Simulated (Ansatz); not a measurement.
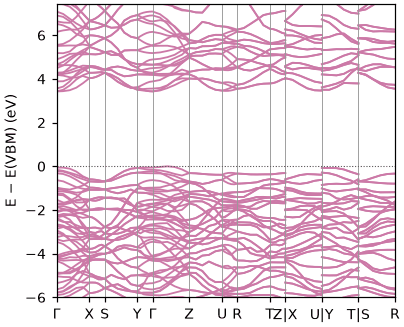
Figure: Band structure from the program Ansatz at the r²SCAN level (PAW)

### Question
Read off the gap and where the band edges lie.

### Answer
About 3.4 eV (3.43 eV by a search for the band edges); maximum on the Γ–Z line, 42 % of the way from Γ, minimum at Γ.

### Question
Which compound is it?
A. TaSbO4, Pnna (Ta on 4d, Sb on 4c, O on 8e, O on 8e)
B. ZnSeO3, Pbca (Pearson symbol oP40)
C. Ta2O5, Pmmn (Ta on 4e, O on 4e, O on 4e, O on 2a)
D. NbSbO4, Pna2_1 (Pearson symbol oP24)

### Answer
A, TaSbO4, Pnna (Ta on 4d, Sb on 4c, O on 8e, O on 8e)

The first step of the workflow began from a Materials Project structure, measured or hypothetical; the Crystallography Open Database files this formula in space group No. 52, but the cells were not matched. Whether it is the stable phase at ambient conditions was not checked. Symmetry was held in the r²SCAN relaxation; its stability against distortions is not shown here. No spin polarisation was allowed. Spin–orbit coupling is left out wherever it is not named.

Potentials: the later of the program's two PAW sets.
